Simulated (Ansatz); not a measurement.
System: C$_{4}$H$_{4}$O$_{3}$S (SMILES Cc1oc(=O)sc1O).

```yaml
atoms:
  - { symbol: C, position_ang: [-1.8371, 0.5971, 0.5534] }
  - { symbol: C, position_ang: [-0.8686, 0.7970, -0.5560] }
  - { symbol: C, position_ang: [0.7538, -0.1143, -1.9453] }
  - { symbol: C, position_ang: [-0.5822, 1.9138, -1.2517] }
  - { symbol: O, position_ang: [-0.1313, -0.3109, -0.9277] }
  - { symbol: O, position_ang: [1.4476, -0.9709, -2.3973] }
  - { symbol: O, position_ang: [-1.0950, 3.1435, -1.0192] }
  - { symbol: S, position_ang: [0.6944, 1.6154, -2.4625] }
  - { symbol: H, position_ang: [-2.5582, -0.1999, 0.3076] }
  - { symbol: H, position_ang: [-1.3193, 0.3003, 1.4809] }
  - { symbol: H, position_ang: [-2.3833, 1.5310, 0.7396] }
  - { symbol: H, position_ang: [-1.4744, 3.5045, -1.8346] }
```

Geometry: B3LYP/def2-SVP.

Level of theory: isolated molecule in a Gaussian basis; Kohn-Sham density functional theory, functional PBE0 in Ansatz 0.2.0.

> Predict the electron density and electron localisation function between the atoms.

C–O (1.19 Å): the density is about 3.4 e/Å³ at the midpoint; the ELF peaks at about 0.85 between the atoms: a short, multiple covalent bond.
C–C (1.35 Å): the density is about 2.3 e/Å³ at the midpoint; the ELF peaks at about 0.95 between the atoms: a covalent bond.
C–S (1.78 Å): ρ at the midpoint is about 1.3 e/Å³; the ELF peaks at about 0.90 between the atoms; localised, covalent bonding.
C–O (1.35 Å): ρ at the midpoint is about 2.3 e/Å³, with its minimum of 2 e/Å³ about 0.5 Å from C; the ELF peaks at about 0.90 between the atoms: a polar covalent bond.

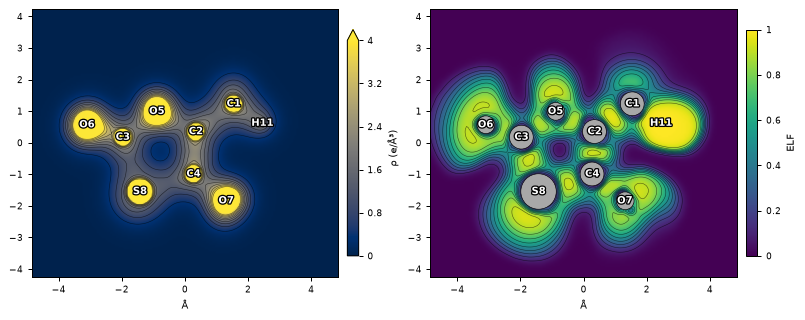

Computed electron density and electron localisation function on the plane of atoms C1, C2 and O5, in this order. Grey discs cover the atomic cores in the ELF map. 
